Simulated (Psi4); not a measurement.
## PNH4: single-point calculation

System: PNH4.
Method: MP2-F12/cc-pVDZ-F12, RHF (Psi4 1.11).

The geometry was optimised with B3LYP/def2-SVP.

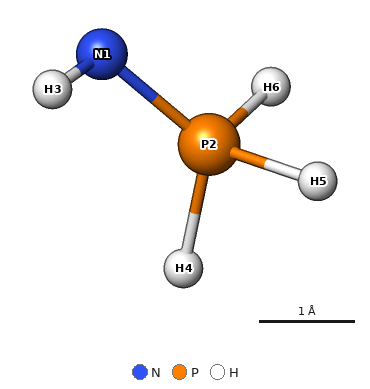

Fig. 1: The structure as given in the input (ball-and-stick view, seen at a tilt; atoms are numbered from 1 in the order of the input). Bond lengths as drawn: H–N 1.02 Å, H–P 1.41 to 1.44 Å and N–P 1.57 Å.

### Summary

| quantity | value |
| --- | --- |
| outcome | converged |
| total energy | −397.946941 hartree |
| SCF energy | −397.506344 hartree |
| MP2 energy | −397.857682 hartree |
| correlation energy | −0.431979 hartree |
| basis functions | 105 |
| HOMO of the SCF reference | −9.93 eV |
| LUMO of the SCF reference | 1.40 eV |
| hardware | 1 thread of Intel Xeon (Granite Rapids), 16 GiB of memory available, shared host |
| wall time | 24 s |
| peak memory | 2 GiB |

### Input file (h4np.py)
```python
import psi4

psi4.set_memory('1600 MB')
psi4.set_num_threads(1)
psi4.core.set_output_file('output.dat', False)

geom = psi4.geometry("""
N      1.18201235    -1.37113047     1.66892297
P     -0.30265287     0.43394726    -0.15921698
H      1.97617732    -2.90566935     0.80985914
H     -2.51099815    -0.35764390    -1.55079996
H      0.89553743     1.77937935    -2.20721145
H     -1.31888900     2.47932257     1.22405687
units bohr
""")

psi4.set_options({
    'basis': 'cc-pVDZ-F12',
    'freeze_core': True,
})

e, wfn = psi4.energy("mp2-f12", return_wfn=True)
print('E =', round(e, 9))
```

Command:
```bash
python h4np.py
```

### Output
```
SCF Algorithm Type (re)set to DF.

   => Loading Basis Set <=

    Name: CC-PVDZ-F12
    Role: ORBITAL
    Keyword: BASIS

         ---------------------------------------------------------
                                   SCF
                              RHF Reference
                        1 Threads,   1525 MiB Core
         ---------------------------------------------------------

  ==> Geometry <==

    Molecular point group: c1
    Full point group: C1

    Geometry (in Bohr), charge = 0, multiplicity = 1:

       Center              X                  Y                   Z               Mass
    ------------   -----------------  -----------------  -----------------  -----------------
         N            1.055261185641    -1.274087712470     1.328144523234    14.003074004430
         P           -0.429404034359     0.530990017530    -0.499995426766    30.973761998420
         H            1.849426155641    -2.808626592470     0.469080693234     1.007825032230
         H           -2.637749314359    -0.260601142470    -1.891578406766     1.007825032230
         H            0.768786265641     1.876422107530    -2.547989896766     1.007825032230
         H           -1.445640164359     2.576365327530     0.883278423234     1.007825032230

  Running in c1 symmetry.

  Rotational constants: A =      3.04259  B =      0.51732  C =      0.50409 [cm^-1]
  Rotational constants: A =  91214.60210  B =  15508.82975  C =  15112.28227 [MHz]
  Nuclear repulsion =   64.792138653334575

  Charge       = 0
  Multiplicity = 1
  Electrons    = 26
  Nalpha       = 13
  Nbeta        = 13

  ==> Algorithm <==

  SCF Algorithm Type is DF.
  DIIS enabled.
  MOM disabled.
  Fractional occupation disabled.
  Guess Type is SAD.
  Energy threshold   = 1.00e-08
  Density threshold  = 1.00e-08
  Integral threshold = 1.00e-12

  ==> Primary Basis <==

  Basis Set: CC-PVDZ-F12
    Blend: CC-PVDZ-F12
    Number of shells: 47
    Number of basis functions: 105
    Number of Cartesian functions: 110
    Spherical Harmonics?: true
    Max angular momentum: 2

   => Loading Basis Set <=

    Name: (CC-PVDZ-F12 AUX)
    Role: RIFIT
    Keyword: DF_BASIS_F12

  ==> Integral Setup <==

  DFHelper Memory: AOs need 0.049 GiB; user supplied 1.118 GiB.
  SCF_SUBTYPE=INCORE selected. In-core MEM_DF algorithm will be used.
  Using in-core AOs.

  ==> MemDFJK: Density-Fitted J/K Matrices <==

    J tasked:                   Yes
    K tasked:                   Yes
    wK tasked:                   No
    Memory [MiB]:              1144
    Algorithm:                 Core
    Schwarz Cutoff:           1E-12
    Mask sparsity (%):       0.0000
    Fitting Condition:        1E-10

   => Auxiliary Basis Set <=

  Basis Set: (CC-PVDZ-F12 AUX)
    Blend: DEF2-QZVPP-RI
    Number of shells: 138
    Number of basis functions: 532
    Number of Cartesian functions: 697
    Spherical Harmonics?: true
    Max angular momentum: 5

  Minimum eigenvalue in the overlap matrix is 1.1372789647E-03.
  Reciprocal condition number of the overlap matrix is 1.5756454423E-04.
    Using symmetric orthogonalization.

  ==> Pre-Iterations <==

  SCF Guess: Superposition of Atomic Densities via on-the-fly atomic UHF (no occupation information).

   -------------------------
    Irrep   Nso     Nmo
   -------------------------
     A        105     105
   -------------------------
    Total     105     105
   -------------------------

  ==> Iterations <==

                           Total Energy        Delta E     RMS |[F,P]|

   @DF-RHF iter SAD:  -397.12890670263590   -3.97129e+02   0.00000e+00
   @DF-RHF iter   1:  -397.33485149432846   -2.05945e-01   5.48409e-03 ADIIS/DIIS
   @DF-RHF iter   2:  -397.41698614451201   -8.21347e-02   4.18193e-03 ADIIS/DIIS
   @DF-RHF iter   3:  -397.50419375735015   -8.72076e-02   4.49395e-04 ADIIS/DIIS
   @DF-RHF iter   4:  -397.50620380540283   -2.01005e-03   9.85294e-05 DIIS
   @DF-RHF iter   5:  -397.50633429790952   -1.30493e-04   2.39416e-05 DIIS
   @DF-RHF iter   6:  -397.50634296217220   -8.66426e-06   6.94097e-06 DIIS
   @DF-RHF iter   7:  -397.50634387073433   -9.08562e-07   2.38366e-06 DIIS
   @DF-RHF iter   8:  -397.50634400362867   -1.32894e-07   6.32265e-07 DIIS
   @DF-RHF iter   9:  -397.50634401344178   -9.81311e-09   1.68748e-07 DIIS
   @DF-RHF iter  10:  -397.50634401410588   -6.64102e-10   4.54153e-08 DIIS
   @DF-RHF iter  11:  -397.50634401415573   -4.98517e-11   1.08941e-08 DIIS
   @DF-RHF iter  12:  -397.50634401415908   -3.35376e-12   2.38129e-09 DIIS
  Energy and wave function converged.

  ==> Post-Iterations <==

    Orbital Energies [Eh]
    ---------------------

    Doubly Occupied:

       1A    -80.021536     2A    -15.505770     3A     -7.554572
       4A     -5.451106     5A     -5.450561     6A     -5.449591
       7A     -1.119231     8A     -0.843582     9A     -0.622695
      10A     -0.571258    11A     -0.558291    12A     -0.414652
      13A     -0.365024

    Virtual:

      14A      0.051370    15A      0.060752    16A      0.072970
      17A      0.073564    18A      0.145958    19A      0.163796
      20A      0.169529    21A      0.181591    22A      0.195525
      23A      0.213617    24A      0.241618    25A      0.279017
      26A      0.308498    27A      0.365924    28A      0.368049
      29A      0.422237    30A      0.443525    31A      0.486544
      32A      0.500693    33A      0.542750    34A      0.563260
      35A      0.623419    36A      0.660831    37A      0.677254
      38A      0.717583    39A      0.724071    40A      0.750785
      41A      0.802678    42A      0.823129    43A      0.846669
      44A      0.864460    45A      0.879409    46A      0.909378
      47A      0.972191    48A      0.985540    49A      1.001405
      50A      1.063867    51A      1.163241    52A      1.188193
      53A      1.230366    54A      1.272031    55A      1.378984
      56A      1.476127    57A      1.525992    58A      1.542849
      59A      1.626997    60A      1.650858    61A      1.656085
      62A      1.661145    63A      1.715718    64A      1.777219
      65A      1.778715    66A      1.870776    67A      1.920513
      68A      2.118943    69A      2.930525    70A      2.967002
      71A      3.013396    72A      3.028108    73A      3.033380
      74A      3.064552    75A      3.082718    76A      3.092828
      77A      3.176237    78A      3.181463    79A      3.223570
      80A      3.245461    81A      3.309827    82A      3.325565
      83A      3.368794    84A      3.372841    85A      3.521252
      86A      3.653484    87A      4.011741    88A      4.214150
      89A      4.406681    90A      4.439077    91A      4.500712
      92A      4.639412    93A      5.016401    94A      6.935696
      95A      6.982818    96A      7.109653    97A      7.111696
      98A      7.206563    99A      8.034133   100A     13.201704
     101A     13.413584   102A     13.693499   103A     18.935636
     104A     18.937890   105A     18.994014

    Final Occupation by Irrep:
              A
    DOCC [    13 ]
    NA   [    13 ]
    NB   [    13 ]

  @DF-RHF Final Energy:  -397.50634401415908

   => Energetics <=

    Nuclear Repulsion Energy =             64.7921386533345753
    One-Electron Energy =                -676.7412256737953840
    Two-Electron Energy =                 214.4427430063018107
    Total Energy =                       -397.5063440141590263

Computation Completed

Properties will be evaluated at   0.000000,   0.000000,   0.000000 [a0]

Properties computed using the SCF density matrix

 Multipole Moments:

 ------------------------------------------------------------------------------------
     Multipole            Electronic (a.u.)      Nuclear  (a.u.)        Total (a.u.)
 ------------------------------------------------------------------------------------

 L = 1.  Multiply by 2.5417464519 to convert [e a0] to [Debye]
 Dipole X            :         -0.0063157           -0.5194093           -0.5257250
 Dipole Y            :          0.0563902            0.4297960            0.4861862
 Dipole Z            :          0.1496335           -1.2901289           -1.1404954
 Magnitude           :                                                    1.3466601

 ------------------------------------------------------------------------------------

	total time  =          1 seconds =       0.02 minutes

  //>>>>>>>>>>>>>>>>>>>>>>>>>>>>>>>>>>>//
  //               DFMP2               //
  //<<<<<<<<<<<<<<<<<<<<<<<<<<<<<<<<<<<//

   => Loading Basis Set <=

    Name: (CC-PVDZ-F12 AUX)
    Role: RIFIT
    Keyword: DF_BASIS_F12

	 --------------------------------------------------------
	                          DF-MP2
	      2nd-Order Density-Fitted Moller-Plesset Theory
	              RMP2 Wavefunction,   1 Threads

	 --------------------------------------------------------

   => Auxiliary Basis Set <=

  Basis Set: (CC-PVDZ-F12 AUX)
    Blend: DEF2-QZVPP-RI
    Number of shells: 138
    Number of basis functions: 532
    Number of Cartesian functions: 697
    Spherical Harmonics?: true
    Max angular momentum: 5

	 --------------------------------------------------------
	                 NBF =   105, NAUX =   532
	 --------------------------------------------------------
	   CLASS    FOCC     OCC    AOCC    AVIR     VIR    FVIR
	   PAIRS       6      13       7      92      92       0
	 --------------------------------------------------------

	-----------------------------------------------------------
	 ==================> DF-MP2 Energies <====================
	-----------------------------------------------------------
	 Reference Energy          =    -397.5063440141590831 [Eh]
	 Singles Energy            =      -0.0000000000000000 [Eh]
	 Same-Spin Energy          =      -0.0791866247096539 [Eh]
	 Opposite-Spin Energy      =      -0.2721515188964416 [Eh]
	 Correlation Energy        =      -0.3513381436060955 [Eh]
	 Total Energy              =    -397.8576821577651685 [Eh]
	-----------------------------------------------------------
	 ================> DF-SCS-MP2 Energies <==================
	-----------------------------------------------------------
	 SCS Same-Spin Scale       =       0.3333333333333333 [-]
	 SCS Opposite-Spin Scale   =       1.2000000000000000 [-]
	 SCS Same-Spin Energy      =      -0.0263955415698846 [Eh]
	 SCS Opposite-Spin Energy  =      -0.3265818226757299 [Eh]
	 SCS Correlation Energy    =      -0.3529773642456145 [Eh]
	 SCS Total Energy          =    -397.8593213784046725 [Eh]
	-----------------------------------------------------------

	total time  =          1 seconds =       0.02 minutes

  //>>>>>>>>>>>>>>>>>>>>>>>>>>>>>>>>>>>//
  //              MP2-F12              //
  //<<<<<<<<<<<<<<<<<<<<<<<<<<<<<<<<<<<//

 -----------------------------------------------------------
                      DF-MP2-F12/3C(FIX)
             Density-Fitted Explicitly Correlated
               2nd Order Moeller-Plesset Theory
                RMP2 Wavefunction,  1 Threads

 -----------------------------------------------------------

 Using DF INCORE algorithm

 ===> Forming the OBS and CABS <===

  Orbital Basis Set (OBS)
  Basis Set: CC-PVDZ-F12
    Blend: CC-PVDZ-F12
    Number of shells: 47
    Number of basis functions: 105
    Number of Cartesian functions: 110
    Spherical Harmonics?: true
    Max angular momentum: 2

  Complementary Auxiliary Basis Set (CABS)
    Orthogonalizing basis for space RIBS.
    0 linear dependencies will be 'removed'.
    Projecting out 'ALL' from 'RIBS' to obtain space 'CABS'
    0 linear dependencies will be 'removed'.
        Orbital space before projecting out:    (n = 1): 325
        Orbital space after projecting out:     (n = 1): 220

  Basis Set: CABS
    Blend: CC-PVDZ-F12 + CC-PVDZ-F12-OPTRI
    Number of shells: 111
    Number of basis functions: 325
    Number of Cartesian functions: 376
    Spherical Harmonics?: true
    Max angular momentum: 4

  Auxiliary Basis Set
  Basis Set: (CC-PVDZ-F12 AUX)
    Blend: DEF2-QZVPP-RI
    Number of shells: 138
    Number of basis functions: 532
    Number of Cartesian functions: 697
    Spherical Harmonics?: true
    Max angular momentum: 5

  Frozen Core Orbitals:   6

  ----------------------------------------
      NOCC   NOBS   NCABS    NRI   NAUX
  ----------------------------------------
        13    105     220    325    532
  ----------------------------------------

 ===> Forming the Integrals <===
 No screening will be used to compute integrals
   Fock Matrix
   One-Electron Integrals
     Forming J
     Forming K

 ===> Forming the F12 Intermediate Tensors <===
   [J_AB]^(-1)
   V Intermediate
   X Intermediate
   C Intermediate
   B Intermediate

 ===> Computing F12/3C(FIX) Energy Correction <===

  i   j  |     E_F12(Singlet)     E_F12(Triplet)            E_F12
 ----------------------------------------------------------------------
  7   7  |    -0.002767291236     0.000000000000      -0.002767291236
  7   8  |    -0.001162538595    -0.000186364772      -0.001348903367
  7   9  |    -0.003921863598    -0.000504990976      -0.004426854574
  7  10  |    -0.001146180880    -0.000324051073      -0.001470231953
  7  11  |    -0.002713724877    -0.000392676404      -0.003106401281
  7  12  |    -0.003899780531    -0.000829961756      -0.004729742287
  7  13  |    -0.004420703908    -0.001146321151      -0.005567025059
  8   8  |    -0.001978428608     0.000000000000      -0.001978428608
  8   9  |    -0.002581198147    -0.000281453736      -0.002862651882
  8  10  |    -0.003585910676    -0.000437960131      -0.004023870807
  8  11  |    -0.003343410516    -0.000401321311      -0.003744731827
  8  12  |    -0.001447390164    -0.000427392970      -0.001874783134
  8  13  |    -0.001481708174    -0.000530093410      -0.002011801583
  9   9  |    -0.002220293496     0.000000000000      -0.002220293496
  9  10  |    -0.001933826965    -0.000494551395      -0.002428378360
  9  11  |    -0.002319373188    -0.000502601806      -0.002821974994
  9  12  |    -0.002005134895    -0.000930334117      -0.002935469012
  9  13  |    -0.002103877579    -0.001142542710      -0.003246420290
 10  10  |    -0.002966898806     0.000000000000      -0.002966898806
 10  11  |    -0.001222979617    -0.000620702270      -0.001843681886
 10  12  |    -0.000891596168    -0.000486627653      -0.001378223821
 10  13  |    -0.001961845575    -0.000320119081      -0.002281964656
 11  11  |    -0.002878647854     0.000000000000      -0.002878647854
 11  12  |    -0.001851367148    -0.000565941102      -0.002417308250
 11  13  |    -0.001187912150    -0.000862208267      -0.002050120417
 12  12  |    -0.003527577662     0.000000000000      -0.003527577662
 12  13  |    -0.002804334166    -0.001435975606      -0.004240309772
 13  13  |    -0.003490781741     0.000000000000      -0.003490781741

 ===> DF-MP2-F12/3C(FIX) Energies <===

     RHF Reference Energy:              -397.506344014159
     CABS Singles Correction:            -0.008617913880
     CABS-corrected Reference Energy:   -397.514961928039
     MP2 Correlation Energy:             -0.351338143606
     F12/3C(FIX) Correction Energy:      -0.080640768613
     MP2-F12/3C(FIX) Correlation Energy: -0.431978912219
  Total DF-MP2-F12/3C(FIX) Energy:      -397.946940840258

	total time  =         21 seconds =       0.35 minutes
```

### Standard output
```
E = -397.94694084
```

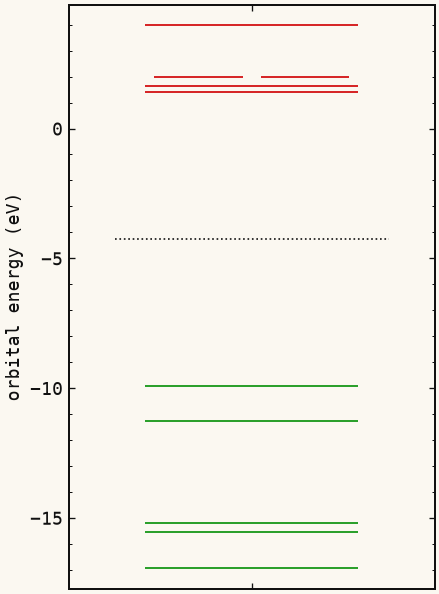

Fig. 2: Orbital energies near the frontier (SCF reference); the dotted line parts filled from empty levels, and levels within 0.02 eV of each other stand side by side. Highest filled −9.93 eV, lowest empty 1.40 eV, 11.33 eV apart.
